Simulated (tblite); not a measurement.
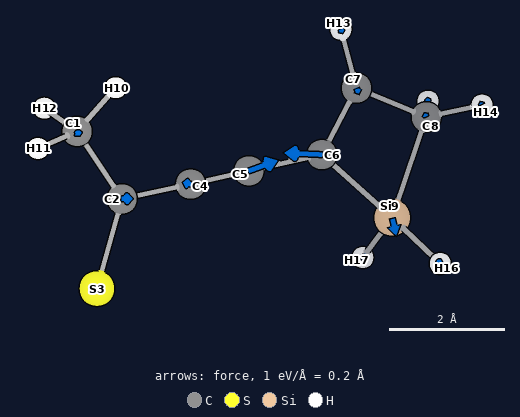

Starting geometry of C₇H₈SSi with the computed forces as blue arrows. Style: ball-and-stick. Shown at a tilt.

Level of theory: tblite, GFN2-xTB geometry optimisation, gas phase. 

Question: What follows when this structure is relaxed?

Answer: It isn't relaxed: the largest force vector, on a C atom, is 4.15 eV/Å. The final displacements follow the starting forces only in part (cosine between the two patterns 0.30). The atom that moves furthest after the best rigid fit is an H atom (0.27 Å). By element the largest moves are H 0.27 Å, S 0.20 Å, C 0.11 Å, Si 0.08 Å. Some distances before and after: C–C 1.536 → 1.384 Å, C–Si 1.851 → 1.911 Å, C–C 1.438 → 1.389 Å, C–Si 1.888 → 1.932 Å. Bond angles that change, for instance: Si–C–H 113.0° → 117.6°, C–C–C 101.3° → 105.4°, Si–C–H 113.6° → 117.4°. The energy falls by 55.7 kJ/mol in 74 geometry steps. Cost: 0.52 s on 1 thread of Arm Neoverse V2 (shared host).
